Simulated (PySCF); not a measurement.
F$_{4}$Ge, SMILES `F[Ge](F)(F)F`.

PySCF calculation, PBE/def2-TZVP, gas phase; geometry: GFN2-xTB. No frequency check shows the geometry to be a minimum. A basis without diffuse functions makes polarisabilities too small. GFN2-xTB bond lengths at metals and heavier atoms can be off by up to 0.1 Å and shapes distorted, which carries into these values.

The calculation's input:

```python
import numpy as np
from pyscf import gto, scf, dft
from pyscf.scf import atom_ks, atom_hf
from scipy.linalg import block_diag

def solve(mol, dm0=None, hcore=None):
    mf = (dft.UKS if mol.spin else dft.RKS)(mol, xc='pbe')
    mf.grids.level = 3
    mf = mf.density_fit(auxbasis='def2-universal-jkfit')
    mf.conv_tol, mf.max_cycle = 1e-8, 80
    if hcore is not None:
        mf.get_hcore = lambda *args: hcore
    mf.kernel(dm0)
    if not mf.converged:
        mf = mf.newton().run(mf.mo_coeff, mf.mo_occ, max_cycle=30)
    assert mf.converged, 'SCF not converged'
    return mf

mol = gto.M(atom='''
F      0.35913     1.31810    -0.96582
Ge     0.00003    -0.00021    -0.00003
F     -0.35918    -1.31781    -0.96570
F      1.31802    -0.35889     0.96584
F     -1.31809     0.35936     0.96579
''', basis='def2-tzvp', charge=0, spin=0, verbose=4)
field = np.array([0.004, 0.0, 0.0])  # atomic units
mol.set_common_orig(mol.atom_charges() @ mol.atom_coords() / mol.atom_charges().sum())
mf = solve(mol)
out = dict(dm0=mf.make_rdm1(), d0=mf.dip_moment(unit='AU'), e0=mf.e_tot)
for name, sign in (('p', 1), ('m', -1)):
    h = mf.get_hcore() + sign * np.einsum('x,xij->ij', field, mol.intor('int1e_r'))
    mi = solve(mol, mf.make_rdm1(), h)
    out.update({'dm' + name: mi.make_rdm1(), 'd' + name: mi.dip_moment(unit='AU'), 'e' + name: mi.e_tot})
# spherically averaged free atoms, for the promolecule
atm = atom_ks.get_atm_nrks(mol, xc='pbe')
pro = block_diag(*[(atm[a[0]][2] * atm[a[0]][3]) @ atm[a[0]][2].T for a in mol._atom])
np.savez('result.npz', pro=pro, **out)
```

Launched as:

```sh
OMP_NUM_THREADS=1 python input.py
```

The run took 39 s on 1 thread of AMD EPYC 7R43 64-Core Processor (Zen 3), on a shared host, peak memory 0.57 GiB.

Partitions, critical points and surface values were worked out afterwards from this run's density.

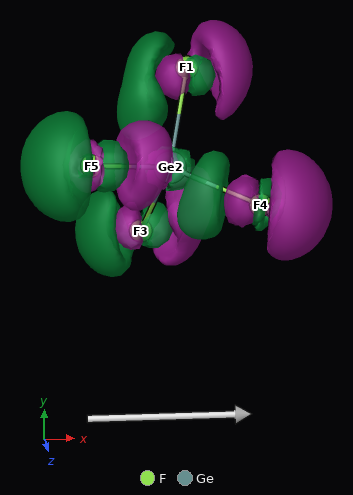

Change of the electron density in a uniform field of 0.21 V/Å along +x (arrow), surfaces at ±0.0015 e/Å³ (green: gain, purple: loss).

How large is the response?

Answer. The induced dipole is 0.25 D (along the field); α along this axis, from the fields in both directions, is 25 bohr³ (3.7 Å³).

Which atoms gain and lose the most charge?

Answer. Electrons gather most on F5 (Hirshfeld charge changes by −0.008 e) and leave F4 most (+0.008 e); 0.028 electrons are displaced in all.
